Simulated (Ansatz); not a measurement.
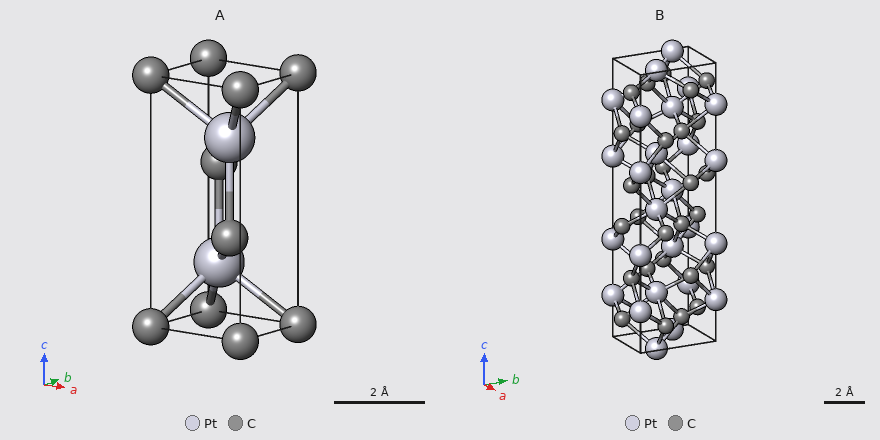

Two structures of Pt₂C₃, each relaxed to rest (conventional cells in solid outline, small ones repeated, not to one scale). Method: Ansatz 0.2.0, DFT PBE, scalar-relativistic, plane waves, PAW, without spin polarisation.

> What structure does each panel show?

A: 5 atoms a cell on a primitive hexagonal lattice, P-3m1. B: 30 atoms a cell on a rhombohedral (trigonal R) lattice, R-3c.

> A or B: which is lower in energy?

B is lower, by 287 meV/atom at this level of theory (energies at zero smearing). Volumes: A 10.9, B 11.6 Å³/atom.

One or both may be structure types tried for this composition rather than known phases.
